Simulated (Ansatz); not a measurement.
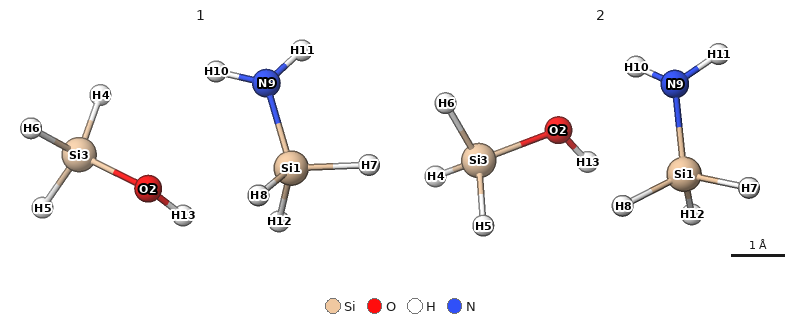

Two geometries of Si₂NH₉O, drawn at one scale. One is the start of a relaxation, the other its converged end. A ball-and-stick model, seen at a tilt.

Level of theory: RKS B3LYP-D4/6-31G* in Ansatz 0.2.0. (no spin polarisation; force threshold 0.03 eV/Å; at most 50 steps)

**Which geometry has the lower energy?**

Structure 2 is the relaxed one. The run prepares an end point of a later path (reaction) calculation, from a guessed geometry. After 35 accepted moves (36 points after the start) the energy has fallen by 0.121 eV. The largest force component goes from 0.7 to 0.026 eV/Å. The line search rejected the trial step at point 29 of the run. The largest moves after the best rigid fit, 1.99 Å, are those of H4 and H5. Largest moves by element: H 1.99 Å, O 1.58 Å, N 0.30 Å, Si 0.18 Å. Some distances before and after: Si1–H12 1.477 → 1.504 Å, O2–H13 0.986 → 0.968 Å, O2–Si3 1.671 → 1.677 Å, Si1–H8 1.483 → 1.487 Å. Bond angles that change, for instance: Si1–N9–H10 121.3° → 116.5°, H8–Si1–N9 113.4° → 110.9°, H7–Si1–N9 105.0° → 107.4°.
